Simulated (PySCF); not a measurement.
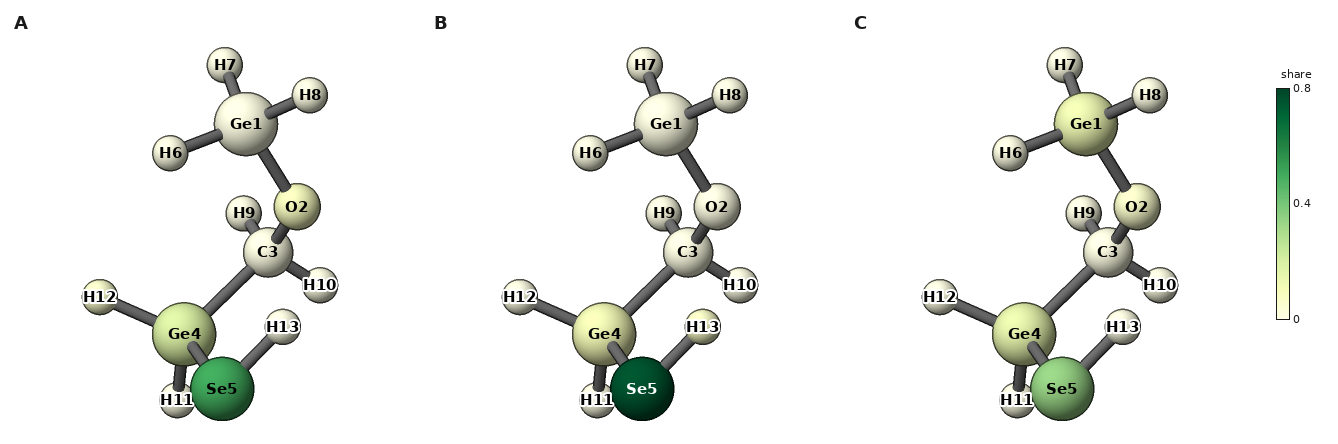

Each panel colours the atoms by their Löwdin share in one orbital (up to four of the largest shares; other atoms are shown as zero). The computed structure is the end point of a GFN2-xTB optimisation. No frequency run is at hand to confirm it as a minimum. Computed with CAM-B3LYP/def2-SVPD (PySCF 2.14.0).

The panels show the HOMO−2, HOMO, LUMO, in some order. Which is which?

A: HOMO−2, −10.06 eV; Se5 0.50, Ge4 0.19, O2 0.09, H12 0.06
B: HOMO, −8.04 eV; Se5 0.75, Ge4 0.11, H13 0.07
C: LUMO, 0.50 eV; Se5 0.34, Ge4 0.15, Ge1 0.13, O2 0.06

The geometry is semi-empirical. Around Ge, Se such bond lengths and angles can be off by a tenth of an ångström or more and by several degrees, and values that hang on the shape move with them.
